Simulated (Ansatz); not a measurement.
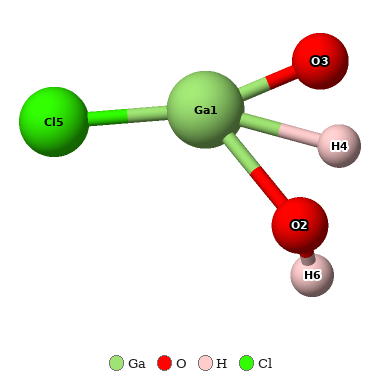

The system is the reacting system ClGaH₂O₂ (fragments ClGaH₂O₂ where the first distance is long, ClGaO + H₂O where the second is long); the picture shows the reference structure. 
- Coordinates scanned: (1) distance O2–H4 (bond that forms); (2) distance O3–H4 (bond that breaks).
- Relaxed at each point: all other coordinates.
- The scan uses a 7 × 7 grid.
- Points are written as (first, second).
- Energies: kJ/mol, counted from a guessed transition structure relaxed with its forming and breaking bonds held.
- The reference is spin-restricted, so regions where a bond is pulled apart into radicals lie too high.
- All numbers below come from RKS r2SCAN-D4/def2-SVP (Ansatz 0.2.0).

Its coordinates:

```xyz
6

Ga   -0.6300    0.4036   -0.5960
O     1.0979   -0.1564    0.6360
O    -0.4521   -1.2874   -0.8569
H     0.4970   -1.0759   -0.0243
Cl   -1.3868    2.3585   -0.7342
H     0.8740   -0.2425    1.5753
```

Range: distance O2–H4 (bond that forms) from 0.873 to 2.073 Å; distance O3–H4 (bond that breaks) from 0.873 to 2.373 Å.

Question: Predict the map.

Answer: The lowest grid point is at (2.073 Å, 1.033 Å), −167 kJ/mol from a guessed transition structure relaxed with its forming and breaking bonds held. It lies at the edge of the scanned range, so the true minimum may lie outside. Other grid points that lie below all their neighbours: (1.001 Å, 2.067 Å) (153 kJ/mol higher). The highest grid point, (0.873 Å, 0.873 Å), lies 798 kJ/mol above the lowest. On the interpolated surface the lowest path from the side where the first distance is long, (2.073 Å, 1.033 Å), to the side where the second distance is long, (1.001 Å, 2.067 Å), has its top at about (1.12 Å, 1.47 Å), about 160 kJ/mol above the start and 3.4 kJ/mol above the end.

```csv
"second ↓, first →",0.873,1.001,1.177,1.378,1.596,1.828,2.073
2.373,20,−12,42,136,220,280,319
2.067,24,−14,30,108,177,225,256
1.777,36,−13,13,68,117,149,167
1.504,70,−1,−6,17,38,50,49
1.253,156,43,−14,−38,−54,−68,−80
1.033,346,154,17,−64,−113,−145,−167
0.873,631,352,139,11,−63,−109,−138
```

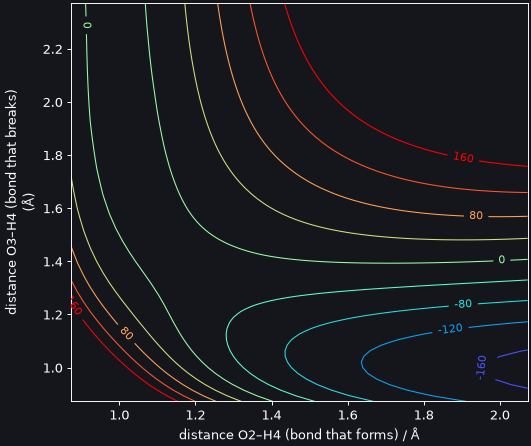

Drawn: contour lines labelled in kJ/mol (none above 160). Between grid points the surface is interpolated.

Time for the 49 points that were run: 20 min on 1 thread of Arm Neoverse V2 (shared host).
